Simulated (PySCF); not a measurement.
H₃N, SMILES `N`.

Method: LC-wPBE/def2-SVP; geometry: GFN2-xTB; program: PySCF. No frequency check shows the geometry to be a minimum. Without diffuse functions Rydberg states are missing, so the states' numbers hold for this basis only.

Input script:

```python
import numpy as np
from pyscf import gto, scf, dft, tdscf
from pyscf.scf import atom_ks, atom_hf
from scipy.linalg import block_diag

def solve(mol, dm0=None, hcore=None):
    mf = (dft.UKS if mol.spin else dft.RKS)(mol, xc='lc_wpbe')
    mf.grids.level = 3
    mf = mf.density_fit(auxbasis='def2-universal-jkfit')
    mf.conv_tol, mf.max_cycle = 1e-8, 80
    if hcore is not None:
        mf.get_hcore = lambda *args: hcore
    mf.kernel(dm0)
    if not mf.converged:
        mf = mf.newton().run(mf.mo_coeff, mf.mo_occ, max_cycle=30)
    assert mf.converged, 'SCF not converged'
    return mf

mol = gto.M(atom='''
N      0.00002    -0.00002     0.11002
H      0.87174    -0.36201    -0.25676
H     -0.74953    -0.57379    -0.25671
H     -0.12233     0.93596    -0.25667
''', basis='def2-svp', charge=0, spin=0, verbose=4)
mf = solve(mol)
td = mf.TDA()
td.nstates, td.singlet, td.conv_tol = 6, True, 1e-5
td.kernel()
td.analyze()
x, y = np.array([p[0] for p in td.xy]), np.array([p[1] + 0 * p[0] for p in td.xy])
f, mu = td.oscillator_strength(), td.transition_dipole()
nto = [td.get_nto(state=i + 1, verbose=4) for i in range(len(td.e))]
# spherically averaged free atoms, for the promolecule
atm = atom_ks.get_atm_nrks(mol, xc='lc_wpbe')
pro = block_diag(*[(atm[a[0]][2] * atm[a[0]][3]) @ atm[a[0]][2].T for a in mol._atom])
np.savez('result.npz', e=td.e, f=f, ok=td.converged, w=[n[0] for n in nto], nto=[n[1] for n in nto], x=x, y=y, c=mf.mo_coeff, occ=mf.mo_occ, eps=mf.mo_energy, pro=pro, mu=mu)
```

Command:

```sh
OMP_NUM_THREADS=1 python input.py
```

The run took 9.4 s on 1 thread of Intel(R) Xeon(R) Platinum 8259CL CPU @ 2.50GHz (Skylake/Cascade Lake), with other jobs on the host, peak memory 0.21 GiB.

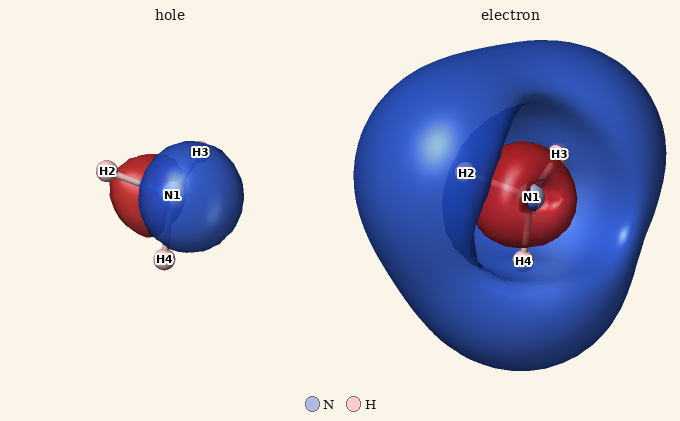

Leading natural transition orbital pair of S₁ (TDA singlet states); the surfaces enclose about 70 % of each orbital's density.

Q: Give its energy and the atoms that hole and electron lie on.

A: 7.63 eV (163 nm), f = 0.035, partly diffuse acceptor orbital, which a basis without diffuse functions describes poorly; the leading pair carries 100 %; hole on N1 (82 %) and H2, H3 and H4 (6 % each), electron on N1 (25 %) and H2, H3 and H4 (25 % each) (atom shares of so diffuse an orbital are rough); their centroids lie 0.7 Å apart. In canonical orbitals it is mainly HOMO → LUMO (99 %). The HOMO–LUMO gap is 14.33 eV.
